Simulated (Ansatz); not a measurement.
## Fields on a plane of LiNbO3 (space group R-3)

```xyz
10
Lattice="2.5728 1.4854 4.6193 -2.5728 1.4854 4.6193 0.0000 -2.9708 4.6193" Properties=species:S:1:pos:R:3 pbc="T T T"
Li     0.0000     0.0000     4.9437
Li     0.0000     0.0000     8.9143
Nb     0.0000     0.0000     1.9971
Nb     0.0000     0.0000    11.8610
O     -0.8753    -1.6823     8.0222
O      0.8753     1.6823     5.8359
O     -1.0193     1.5991     8.0222
O      1.0193    -1.5991     5.8359
O      1.8945     0.0831     8.0222
O     -1.8945    -0.0831     5.8359
```

The slice is a (1 -1 0 2) plane (indices of the conventional cell) through the point (0.856, 0.856, 0.856) (fractional), spanned by u = [1 0 -1] and v = [010] in vectors of this cell: u (5.15 Å) and v (5.49 Å, at 90° to u). It covers one period; positions are fractions (u, v).

Atoms on it: Li at (0.50, 0.50); Nb at (0.00, 0.00). Other atoms lie within 1 Å of the plane.

Level of theory: LDA (plane waves to 420 eV, PAW, scalar-relativistic; Ansatz, a quantum-chemistry and plane-wave program). k mesh 8×8×8. Inside the PAW spheres the values are not all-electron values, and peaks at nuclei hang on which shells count as valence. LiNbO3 is run without spin polarisation. LiNbO3 was relaxed with its symmetry unable to fall. This is one of several known forms of LiNbO3; the measured ambient cells at hand have space group No. 161.

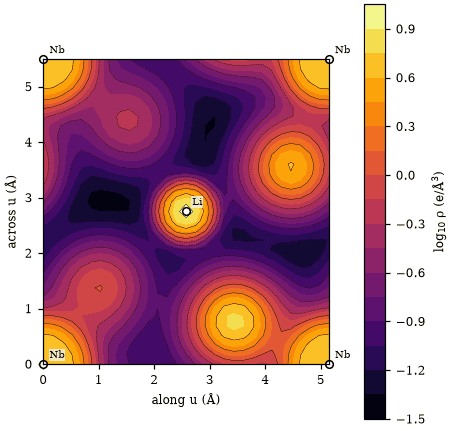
*Log₁₀ of the valence density in e/Å³, one period of the plane, atoms marked. The scale is logarithmic, as a density can span decades between atoms and voids.*

| v \ u | 0.00 | 0.10 | 0.20 | 0.30 | 0.40 | 0.50 | 0.60 | 0.70 | 0.80 | 0.90 |
|---|---|---|---|---|---|---|---|---|---|---|
| 0.88 | 0.74 | 0.49 | 0.18 | 0.59 | 0.49 | 0.09 | 0.05 | 0.07 | 0.07 | 0.49 |
| 0.75 | 0.42 | 0.08 | 0.45 | 0.73 | 0.65 | 0.17 | 0.03 | 0.43 | 0.78 | 0.79 |
| 0.62 | 0.76 | 0.11 | 0.06 | 0.22 | 0.03 | 0.03 | 0.02 | 0.71 | 0.85 | 0.80 |
| 0.50 | 0.35 | 0.03 | 0.03 | 0.01 | 0.57 | x | 0.47 | 0.14 | 0.66 | 0.71 |
| 0.38 | 0.05 | 0.41 | 0.63 | 0.44 | 0.02 | 0.02 | 0.02 | 0.09 | 0.04 | 0.03 |
| 0.25 | 0.14 | 0.69 | 0.82 | 0.69 | 0.09 | 0.34 | 0.81 | 0.82 | 0.69 | 0.12 |
| 0.12 | 0.74 | 0.38 | 0.33 | 0.35 | 0.06 | 0.63 | 0.78 | x | 0.70 | 0.41 |
| 0.00 | x | 0.80 | 0.17 | 0.09 | 0.07 | 0.20 | 0.68 | 0.73 | 0.23 | 0.74 |

Values: electron localisation function (ELF). Points within 0.4 Å of a nucleus are blanked (x), as the pseudised field means little there.
